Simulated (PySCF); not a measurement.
B(GeH3)(Me)2, SMILES [B]([GeH3])(C)C (C2H9BGe), PBE0/def2-SVP optimised geometry. Atoms within 1.6 Å of the plane z = 0.0 Å (x, y, z in Å): B1 (0.44, 0.01, 0.00), Ge2 (-1.64, 0.01, 0.00), H3 (-2.19, 1.45, 0.00), H4 (-2.28, -0.71, -1.21), H5 (-2.21, -0.66, 1.27), C6 (1.20, 0.69, 1.19), H7 (1.33, 1.74, 0.86), H8 (2.21, 0.29, 1.35), C10 (1.22, -0.66, -1.18), H11 (2.28, -0.35, -1.27), H13 (1.23, -1.74, -0.93).

Calculation: PBE0/def2-TZVP run with PySCF. Cells within 0.4 Å of a nucleus heavier than hydrogen are left out (blank, or x).

Map of the HOMO−1 amplitude (bohr^(-3/2)) on the plane z = 0.0 Å; orbital energy -8.89 eV, overall sign arbitrary:

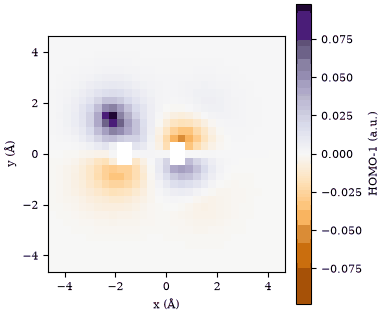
Figure. HOMO−1 amplitude (bohr^(-3/2)) on the plane z = 0.0 Å.
